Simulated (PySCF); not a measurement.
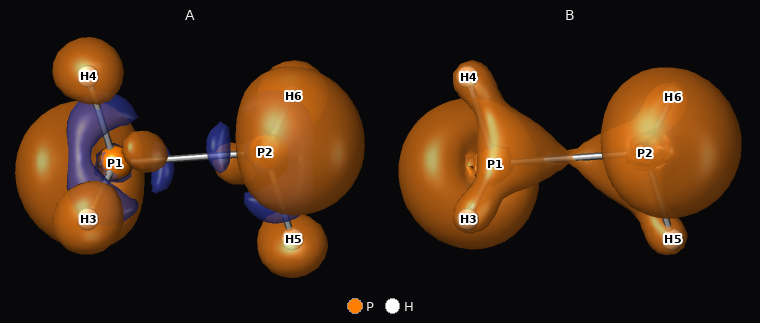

Figure 1: H$_{4}$P$_{2}$, SMILES `PP`. The Fukui function f⁻ from two separate SCF calculations and the density of the HOMO, at ±0.03 e/Å³ (orange positive, blue negative).

PySCF calculation, B3LYP/def2-TZVP, gas phase; geometry: GFN2-xTB. No frequency check shows the geometry to be a minimum. GFN2-xTB bond lengths at metals and heavier atoms can be off by up to 0.1 Å and shapes distorted, which carries into these values.

Input script:

```python
import numpy as np
from pyscf import gto, scf, dft
from pyscf.scf import atom_ks, atom_hf
from scipy.linalg import block_diag

def solve(mol, dm0=None, hcore=None):
    mf = (dft.UKS if mol.spin else dft.RKS)(mol, xc='b3lyp')
    mf.grids.level = 3
    mf = mf.density_fit(auxbasis='def2-universal-jkfit')
    mf.conv_tol, mf.max_cycle = 1e-8, 80
    if hcore is not None:
        mf.get_hcore = lambda *args: hcore
    mf.kernel(dm0)
    if not mf.converged:
        mf = mf.newton().run(mf.mo_coeff, mf.mo_occ, max_cycle=30)
    assert mf.converged, 'SCF not converged'
    return mf

mol = gto.M(atom='''
P      1.06878     0.00000    -0.13022
P     -1.06878     0.00000     0.13022
H      1.27850     1.00341     0.81645
H      1.27850    -1.00335     0.81645
H     -1.27850     1.00341    -0.81645
H     -1.27850    -1.00335    -0.81645
''', basis='def2-tzvp', charge=0, spin=0, verbose=4)
mf = solve(mol)
out = dict(e0=mf.e_tot, dm0=mf.make_rdm1(), c=mf.mo_coeff, occ=mf.mo_occ, eps=mf.mo_energy)
for name, dq, spin in [('cation', 1, 1), ('anion', -1, 1)]:
    ion = mol.copy().set(charge=mol.charge + dq, spin=spin).build()
    mi = solve(ion)
    if spin and dq > 0 and mol.nao < 130:
        c, _, stable, _ = mi.stability(return_status=True)
        if not stable:
            mi = solve(ion, mi.make_rdm1(c, mi.mo_occ))
    print(name, 'vertical energy change / eV', (mi.e_tot - mf.e_tot) * 27.211386)
    out.update({'e_' + name: mi.e_tot, 'dm_' + name: mi.make_rdm1(), 's2_' + name: mi.spin_square()[0], 'eps_' + name: mi.mo_energy, 'occ_' + name: mi.mo_occ})
# spherically averaged free atoms, for the promolecule
atm = atom_ks.get_atm_nrks(mol, xc='b3lyp')
pro = block_diag(*[(atm[a[0]][2] * atm[a[0]][3]) @ atm[a[0]][2].T for a in mol._atom])
np.savez('result.npz', pro=pro, **out)
```

Command:

```sh
OMP_NUM_THREADS=1 python input.py
```

The run took 76 s on 1 thread of AMD EPYC 7R43 64-Core Processor (Zen 3), on a shared host, peak memory 0.47 GiB.

Partitions, critical points and surface values were worked out afterwards from this run's density.

Which panel is which, and how good is the frozen-orbital picture?

A is f⁻ (it has negative regions), B the HOMO density. The HOMO lies on P1 and P2 (44 % each); f⁻ (Hirshfeld-condensed) is largest on P1 and P2 (0.35 each); the vertical ionisation energy is 8.98 eV. Relaxation shifts 17 % of the electron between atoms. The orbital energy is −6.59 eV.
